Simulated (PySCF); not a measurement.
**H₄OSi, SMILES `O[SiH3]`: what the electrons do**

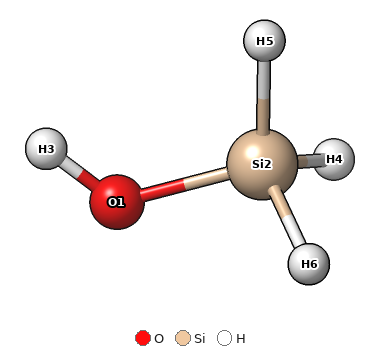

The molecule, with its atoms numbered as below. No frequency check shows the geometry to be a minimum.

Cartesian coordinates (Å):

```
O1      -1.0895   -0.1134   -0.0011
Si2      0.5324    0.0112    0.0000
H3      -1.6683    0.6415    0.0047
H4       1.0041   -0.6299   -1.2224
H5       0.9246    1.4215    0.0298
H6       1.0019   -0.6826    1.1959
```

### 1. Bonding charge

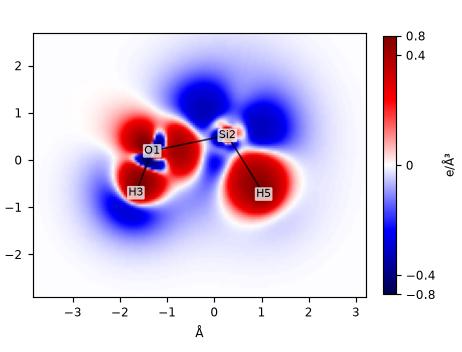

Deformation density (molecule less spherical, spin-averaged free atoms) in the plane of O1, Si2, H3 and H5; colour scale in e/Å³, logarithmic beyond ±0.1; red: gain, blue: loss.

Level of theory: B3LYP/def2-TZVP (PySCF), at a geometry from GFN2-xTB.

Describe the bonding that the map shows.

Answer. O1–H3: +0.79 e/Å³ at the bond critical point (bond length 0.95 Å, Mayer order 0.9). Si2–H5: +0.23 e/Å³ at the bond critical point (bond length 1.46 Å, Mayer order 0.9). O1–Si2: +0.10 e/Å³ at the bond critical point (bond length 1.63 Å, Mayer order 1.2); up to 0.6 Å beside the axis the gain reaches +0.42 e/Å³. In all, 1.5 electrons gather in the regions of gain relative to the promolecule. A small or negative value marks a very polar bond, one between electron-rich atoms, whose free-atom densities already overlap strongly, a long bond to a heavier atom, or a closed-shell contact such as a hydrogen bond.

Where do the Hirshfeld charges lie?

Answer. The highest Hirshfeld charge is on Si2 (+0.40 e), the lowest on O1 (−0.31 e).

### 2. Bond critical points

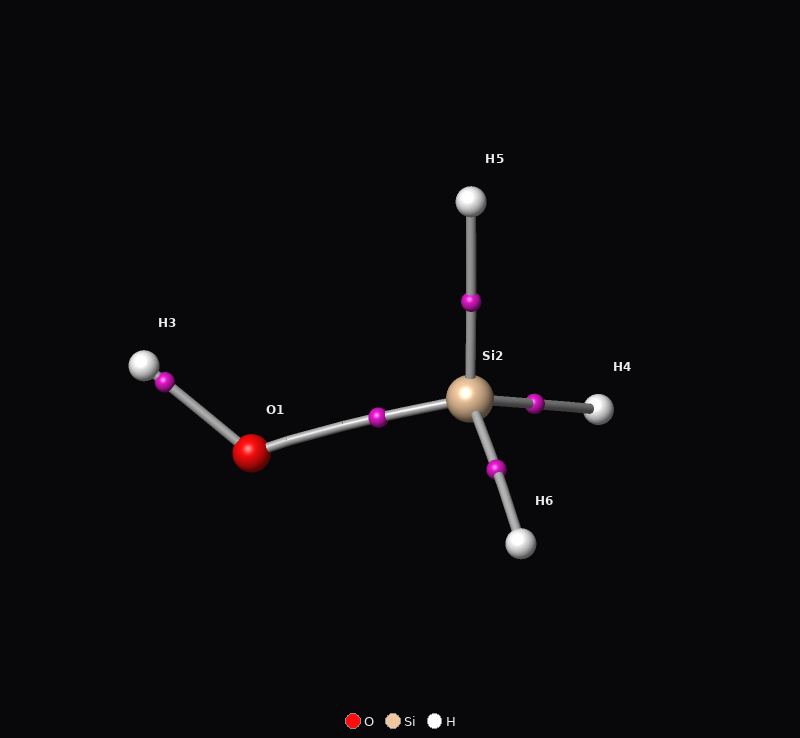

Molecular graph of the electron density (QTAIM): bond paths, bond critical points (magenta), ring points (cyan, if any); weak paths are dashed.

How many critical points of each kind are there, and does the count close?

Answer. 6 nuclei, 5 bond, 0 ring and 0 cage critical points: 6 − 5 + 0 − 0 = 1, as the Poincaré–Hopf relation requires.

Tabulate density, Laplacian, ellipticity and energy density at the bond critical points (atomic units).

Answer.
```json
{"bond": "O1–H3", "length (Å)": "0.951", "ρ (a.u.)": "0.364", "∇²ρ (a.u.)": "−2.51", "ε": "0.01", "H (a.u.)": "−0.699"}
{"bond": "O1–Si2", "length (Å)": "1.627", "ρ (a.u.)": "0.142", "∇²ρ (a.u.)": "+0.89", "ε": "0.08", "H (a.u.)": "−0.049"}
{"bond": "Si2–H4 (2 alike)", "length (Å)": "1.459", "ρ (a.u.)": "0.128", "∇²ρ (a.u.)": "+0.18", "ε": "0.04", "H (a.u.)": "−0.082"}
{"bond": "Si2–H5", "length (Å)": "1.464", "ρ (a.u.)": "0.126", "∇²ρ (a.u.)": "+0.18", "ε": "0.03", "H (a.u.)": "−0.080"}
```

What kind of interaction is O1–Si2?

Answer. Polar or intermediate (positive Laplacian, negative energy density H): ρ = 0.142, ∇²ρ = +0.89, H = −0.049 a.u.

### 3. Local ionisation energy

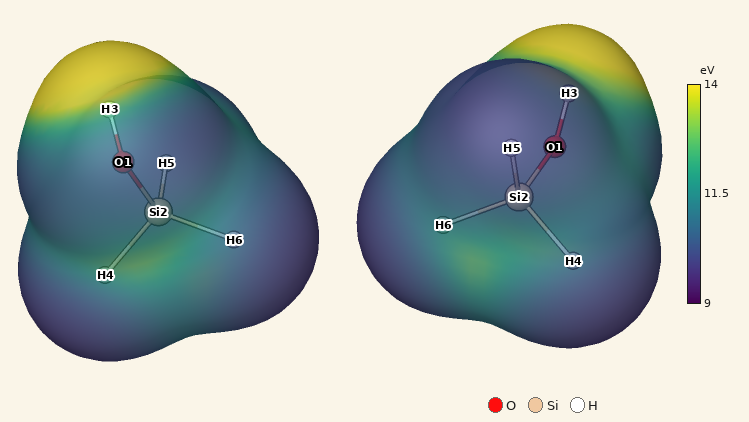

Average local ionisation energy on the surface of electron density 0.001 a.u. (back view left, front view right).

Where are the most loosely bound electrons on this surface?

Answer. The lowest value is 9.8 eV, 1.5 Å from H6, and at like points elsewhere. Further minima include 10.3 eV, 1.9 Å from O1, and at like points elsewhere. For comparison, the highest occupied orbital lies at −8.4 eV.

What volume does the surface enclose, and what is the dipole moment?

Answer. About 71 Å³; the dipole moment is 1.4 D.

### 4. Excited states

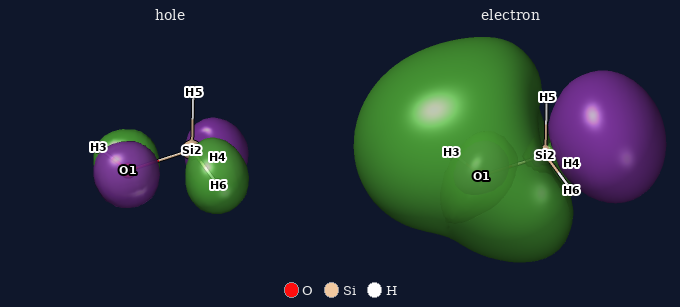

Leading natural transition orbital pair of T₁ (TDA triplet states); the surfaces enclose about 78 % of each orbital's density.

Method: B3LYP/aug-cc-pVDZ; geometry: GFN2-xTB; program: PySCF.

Where does the state lie, and where do hole and electron sit?

Answer. 6.36 eV (195 nm), spin-forbidden from the singlet ground state, diffuse (Rydberg-like) orbital; the leading pair carries 99 %; hole on O1 (50 %), Si2 (19 %) and H4 and H6 (13 % each), electron on Si2 (40 %), H3 (27 %) and O1 (15 %) (atom shares of so diffuse an orbital are rough); their centroids lie 0.8 Å apart. In canonical orbitals it is mainly HOMO → LUMO (95 %). The HOMO–LUMO gap is 7.73 eV.

### 5. In an electric field

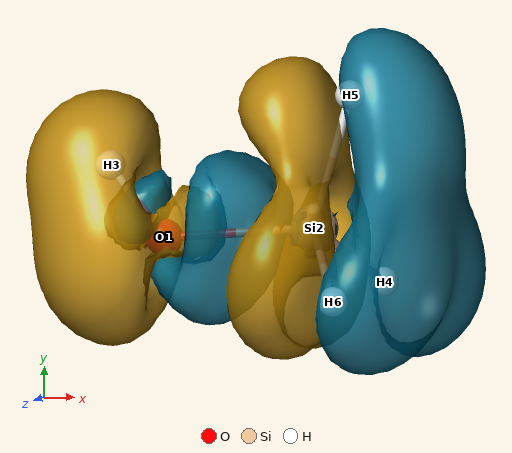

Change of the electron density in a uniform field of 0.10 V/Å, surfaces at ±0.0005 e/Å³ (yellow: gain, teal: loss).

Method: BLYP/def2-TZVP; geometry: GFN2-xTB; program: PySCF. A basis without diffuse functions makes polarisabilities too small.

The field was applied in both directions; the picture shows the one opposite to the script's first.

Along which Cartesian direction does the field point?

Answer. Along +x: electrons gather on the −x side, against the field.

How large is the response?

Answer. The induced dipole is 0.15 D (along the field); α along this axis, from the fields in both directions, is 30 bohr³ (4.5 Å³).

### 6. Removing or adding an electron

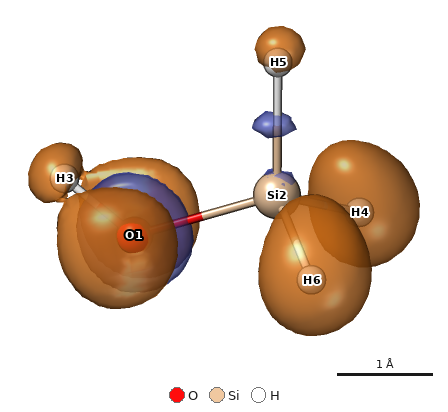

Fukui function f⁻ = ρ(N) − ρ(N−1) at fixed geometry, surfaces at ±0.05 e/Å³ (orange positive, blue negative).

Method: TPSS/def2-SVPD; geometry: GFN2-xTB; program: PySCF.

On which atoms does the density change most on removal of an electron?

Answer. f⁻ (Hirshfeld-condensed) is largest on O1 (0.27), Si2 (0.23) and H4 and H6 (0.17 each); the vertical ionisation energy is 10.95 eV. Condensed values hint at sites of electrophilic attack but needn't mark the atom that reacts. Shares this close don't rank the sites. Orbital relaxation makes it negative in places (0.12 e in all).

### 7. Localised orbitals

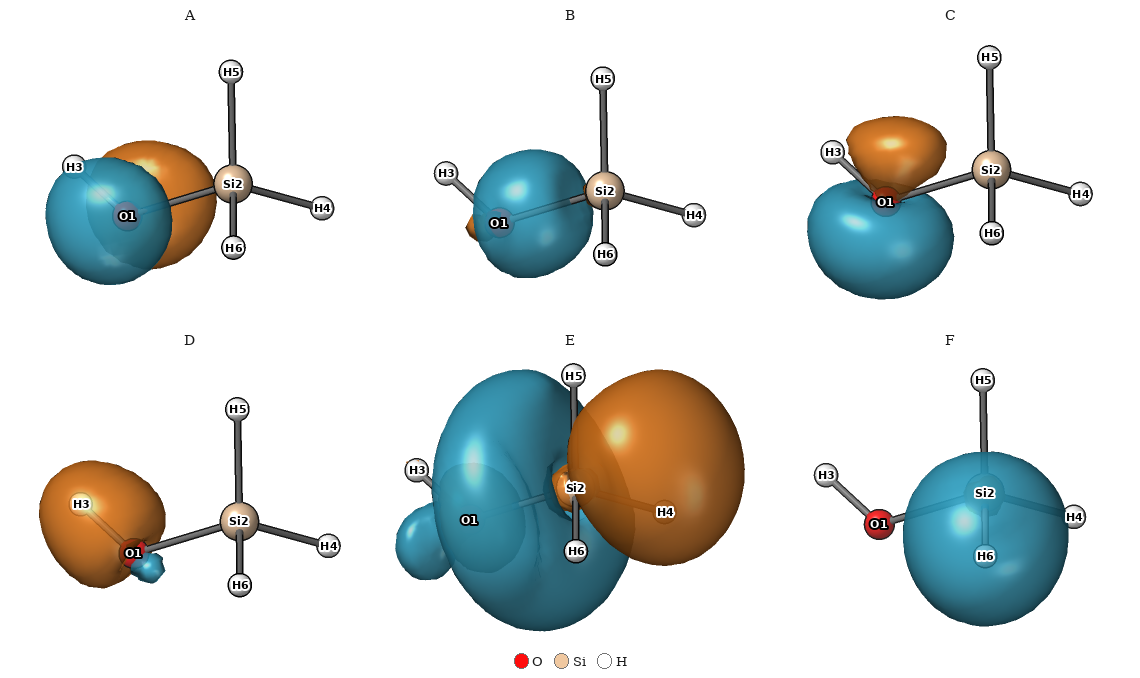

Intrinsic bond orbitals (IBO), occupied and valence-virtual; each surface holds about 80 % of the orbital's density. Energies are diagonal elements of the Fock matrix.

Computed with PySCF, ωB97X/def2-SVPD, geometry: GFN2-xTB.

Name the orbitals, with their atomic make-up and energies.

Answer. By panel:
- A: lone pair on O1 (p-type) (O1 96 %; −12.3 eV)
- B: σ bond O1–Si2 (O1 78 %, Si2 21 %; −22.4 eV)
- C: lone pair on O1 (sp3-type) (O1 98 %; −14.8 eV)
- D: σ bond O1–H3 (O1 68 %, H3 31 %; −24.0 eV)
- E: σ* orbital Si2–O1, mostly on Si2 (Si2 80 %, O1 20 %; 6.5 eV)
- F: σ bond H6–Si2 (H6 57 %, Si2 43 %; −14.0 eV)

Which has the smallest and which the largest spatial spread?

Answer. Smallest: D (0.67 Å); largest: E (1.57 Å).
